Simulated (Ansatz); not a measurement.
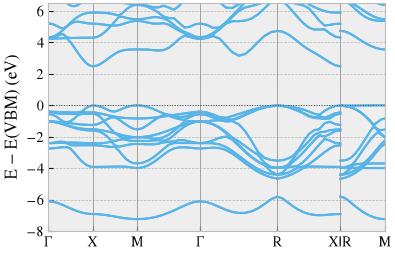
*Band structure from plane-wave PAW r²SCAN with spin–orbit coupling (Ansatz code)*

**Question.** Read off the gap and where the band edges lie.

**Answer.** About 2.5 eV (2.48 eV by a search for the band edges); maximum at M, minimum at X.

The material is ZrPbO3 (cubic perovskite, space group No. 221).

Space group Pm-3m (cubic perovskite). The workflow started from a Materials Project entry (that database holds measured and hypothetical structures alike); the Crystallography Open Database copy checked does not list it. COD files the formula under space group No. 38, 55. Its standing as an ambient phase is unchecked. The r²SCAN relaxation kept the symmetry of its start; its stability against distortions is not shown here. No spin polarisation was allowed.

Potentials: the later of the program's two PAW sets.
